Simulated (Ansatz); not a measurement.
# C2H8FNO2Si: what the fields show

Input file:

```
crystal:
  periodic: [false, false, false]
  atoms:
    - { symbol: C, position_ang: [1.503, -1.713, -0.7018] }
    - { symbol: O, position_ang: [0.7302, -0.6547, -1.3961] }
    - { symbol: C, position_ang: [-0.3451, -0.1008, -0.6381] }
    - { symbol: O, position_ang: [-1.1243, -1.0714, -0.1728] }
    - { symbol: F, position_ang: [-1.0324, 0.6469, -1.502] }
    - { symbol: "N", position_ang: [0.1904, 0.7564, 0.4062] }
    - { symbol: Si, position_ang: [-0.7549, 1.6766, 1.4248] }
    - { symbol: H, position_ang: [0.8535, -2.5138, -0.5114] }
    - { symbol: H, position_ang: [2.27, -1.9848, -1.3245] }
    - { symbol: H, position_ang: [1.9009, -1.2912, 0.2366] }
    - { symbol: H, position_ang: [-1.883, -1.0563, -0.8441] }
    - { symbol: H, position_ang: [0.8471, 1.3711, -0.0567] }
    - { symbol: H, position_ang: [-1.5806, 2.6609, 0.5676] }
    - { symbol: H, position_ang: [-1.7173, 0.8168, 2.2146] }
    - { symbol: H, position_ang: [0.1206, 2.4066, 2.327] }
basis:
  gaussian: { orbitals: "6-31G*" }
hamiltonian:
  xc: pbe
  dispersion: d4
relax:
  f_tol: 0.02
  max_steps: 40
scf:
  lower_state_search: "off"
output:
  orbitals: {}
```

Command:

```sh
ansatz run input.yaml --threads 2 --pin off --max-ram 3072MiB --backend cpu --events-out ev --progress --plain --runs-dir out
```

The fields are those of the run's last geometry, not of the input's.

Method: RKS PBE-D4/6-31G* in Ansatz 0.2.0.

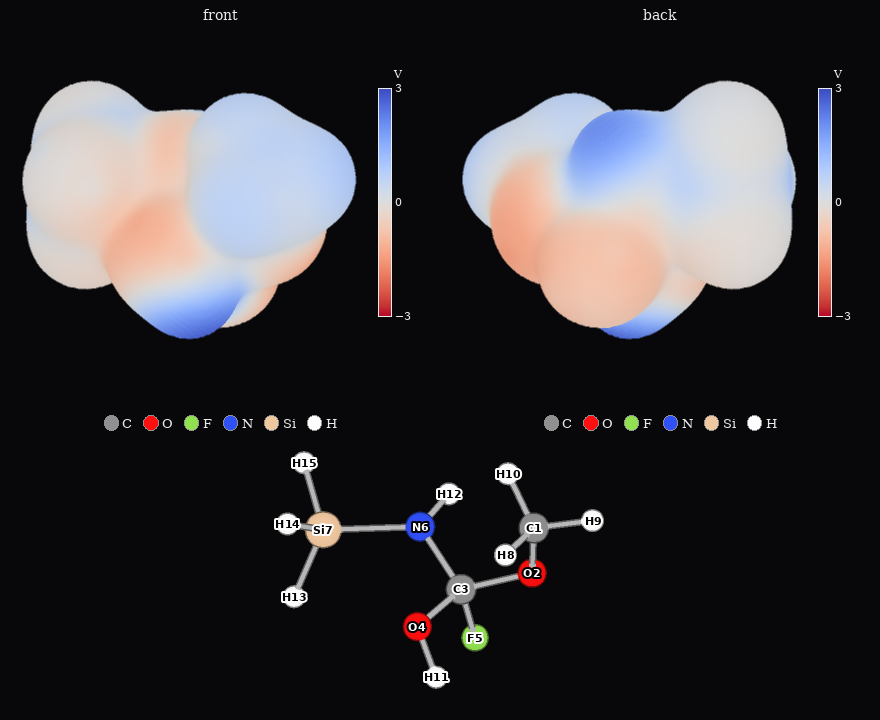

Figure 1. The electrostatic potential painted on the density surface at 0.002 e/bohr³, seen from the front and from behind; the colour scale runs from red (negative) to blue (positive). The bare structure is drawn below in the same view.

Question: Which sites attract a positive test charge, and which a negative one?

Answer: A positive charge is drawn to the negative regions and a negative charge to the positive ones. The most negative region (about −1.3 V) lies over O2, the most positive (about +2.5 V) over H11. O2 is the likeliest acceptor of a hydrogen bond.

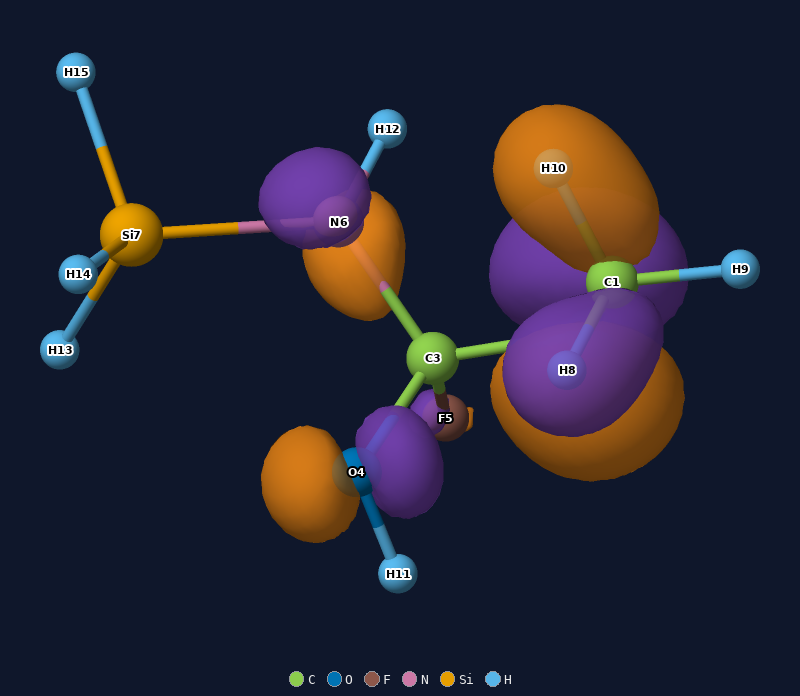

Figure 2. The HOMO−1 at ±0.15 Å⁻³ᐟ² (orange and purple are the two phases), seen at a tilt.

Question: Describe this orbital and give its energy.

Answer: It lies mainly on O2 (about 55 %), C1 (about 10 %) and O4 (about 5 %). Its energy is −6.35 eV.

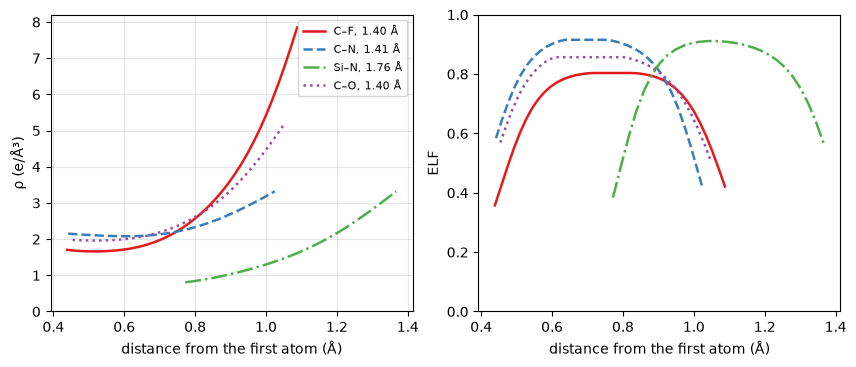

Figure 3. Total electron density and ELF along straight lines between neighbouring atoms. The curves leave out the atomic cores.

Question: Compare the contacts.

Answer: C–F (1.40 Å): the density is about 2 e/Å³ at the midpoint, with its minimum of 1.7 e/Å³ about 0.5 Å from C; the ELF peaks at about 0.80 between the atoms; a shared but strongly polarised pair.
C–N (1.41 Å): ρ at the midpoint is about 2.1 e/Å³; the ELF peaks at about 0.90 between the atoms; a shared electron pair.
Si–N (1.76 Å): ρ at the midpoint is about 0.99 e/Å³; the ELF peaks at about 0.90 between the atoms (a shared but strongly polarised pair).
C–O (1.40 Å): ρ at the midpoint is about 2.2 e/Å³, with its minimum of 2 e/Å³ about 0.5 Å from C; the ELF peaks at about 0.85 between the atoms (a shared but strongly polarised pair).

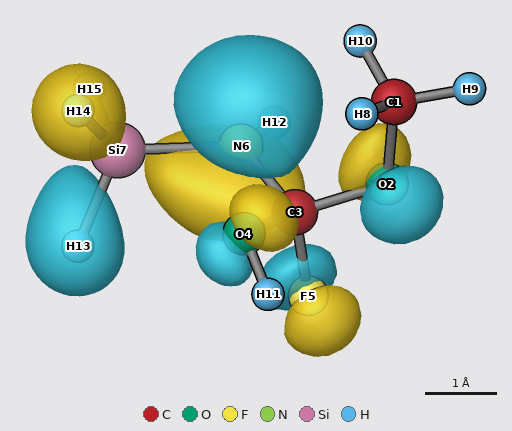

Figure 4. The HOMO at ±0.1 Å⁻³ᐟ² (yellow and cyan are the two phases), seen at a tilt.

Question: Describe this orbital and give its energy.

Answer: Its weight (Hirshfeld) is mainly on N6 (about 55 %), F5 (about 5 %) and O2 (about 5 %). Its energy is −6.01 eV.
